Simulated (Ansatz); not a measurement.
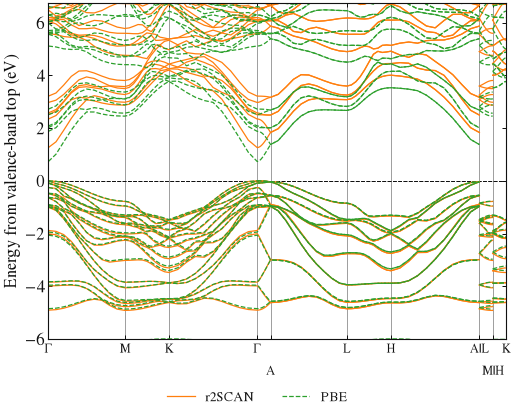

Band structures of Zn2CdSe3, space group P6_3mc (No. 186), 12 atoms in the cell, by two methods on the same cell. Each is counted from its own valence-band top.

> What changes from one method to the other?

r2SCAN gives a gap of 1.26 eV along the path and PBE gives a gap of 0.73 eV along the path. Over the top 3 filled bands the two differ by 0.01 eV on average.

Settings. r2SCAN: DFT r2SCAN, scalar-relativistic, plane waves, PAW, no spin polarisation, 6×6×2 k mesh, 500 eV cutoff, Gaussian smearing of 0.02 eV (Ansatz 0.2.0). PBE: DFT PBE, scalar-relativistic, plane waves, PAW, no spin polarisation, 6×6×2 k mesh, 420 eV cutoff (Ansatz 0.2.0).

The structure is an invented one, so it need not be a known or stable phase.
